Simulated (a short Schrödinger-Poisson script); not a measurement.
Structure: symmetric double-gate stack, Si3N4 on p-type Si(100), at 300 K.

| layer | material | thickness (nm) | Na (cm⁻³) |
|---|---|---|---|
| 1 | Si3N4 | 1.4 | - |
| 2 | Si | 5 | 1e17 |
| 3 | Si3N4 | 1.4 | - |

The device is made up for the run: typed textbook-type constants, with dimensions and the other settings drawn at random. Si3N4: permittivity 7.5, conduction-band edge (eV) 1.95, gap (eV) 5.1, electron mass (mₑ) 0.5. Si: permittivity 11.7, conduction-band edge (eV) 0, gap (eV) 1.124, Nv at 300 K (cm⁻³) 3.1e19.

Channel valleys (confinement mass, in-plane density-of-states mass, number): Δ2 0.916, 0.19, 2; Δ4 0.19, 0.417, 4. At the gates, both at one voltage, the conduction-band edge of layer 1 lies 2.35 eV − eVg above the Fermi level of the channel. Gaps are held at their typed values at every temperature. Mesh 0.03 nm at interfaces.

From a short Schrödinger-Poisson script (our own, NumPy): 1D Poisson equation in equilibrium, electrons quantum, Hartree (BenDaniel-Duke, 12 states a valley, the channel's in-plane mass for all, wave functions free to enter the dielectric), parabolic valleys, classical holes, full ionisation, no traps, pinning or gate leakage.

Only gate voltages with over 1e8 electrons/cm² are shown.

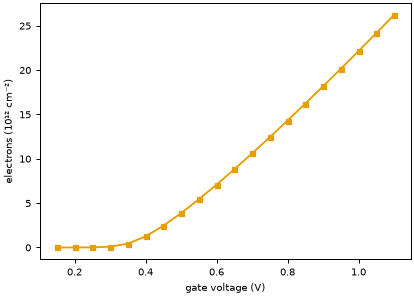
Sheet density against gate voltage

| Vg (V) | electrons (cm⁻²) | C (μF/cm²) | Δ2 E0 (meV) | Δ2 E1 (meV) | Δ4 E0 (meV) | Δ4 E1 (meV) |
|---|---|---|---|---|---|---|
| 0.15 | 2.95e8 | < 0.003 | 266.4 | 311.5 | 305.7 | 471.1 |
| 0.2 | 2.04e9 | 0.0128 | 216.4 | 261.5 | 255.8 | 421.1 |
| 0.25 | 1.39e10 | 0.0865 | 166.7 | 211.8 | 206.1 | 371.4 |
| 0.3 | 8.88e10 | 0.511 | 118.8 | 163.7 | 158.1 | 323.2 |
| 0.35 | 4.27e11 | 1.84 | 78.0 | 122.2 | 117.1 | 281.3 |
| 0.4 | 1.24e12 | 3.34 | 50.1 | 92.4 | 88.8 | 250.7 |
| 0.45 | 2.44e12 | 4.27 | 32.3 | 72.0 | 70.4 | 229.0 |
| 0.5 | 3.86e12 | 4.82 | 20.0 | 56.8 | 57.6 | 212.5 |
| 0.55 | 5.43e12 | 5.18 | 10.7 | 44.7 | 47.9 | 199.0 |
| 0.6 | 7.08e12 | 5.44 | 3.3 | 34.4 | 40.2 | 187.4 |
| 0.65 | 8.81e12 | 5.64 | -2.9 | 25.4 | 33.8 | 177.2 |
| 0.7 | 1.06e13 | 5.81 | -8.4 | 17.4 | 28.3 | 168.1 |
| 0.75 | 1.24e13 | 5.95 | -13.3 | 10.0 | 23.5 | 159.8 |
| 0.8 | 1.43e13 | 6.07 | -17.9 | 3.3 | 19.3 | 152.1 |
| 0.85 | 1.62e13 | 6.18 | -22.1 | -3.0 | 15.5 | 145.0 |
| 0.9 | 1.82e13 | 6.28 | -26.2 | -8.9 | 12.0 | 138.3 |
| 0.95 | 2.01e13 | 6.37 | -30.1 | -14.5 | 8.8 | 132.0 |
| 1 | 2.21e13 | 6.45 | -34.0 | -19.9 | 5.8 | 126.1 |
| 1.05 | 2.42e13 | 6.52 | -37.7 | -25.0 | 2.9 | 120.4 |
| 1.1 | 2.62e13 | 6.59 | -41.4 | -29.9 | 0.3 | 115.0 |

Subbands count from the Fermi level. The capacitance is that of both gates.
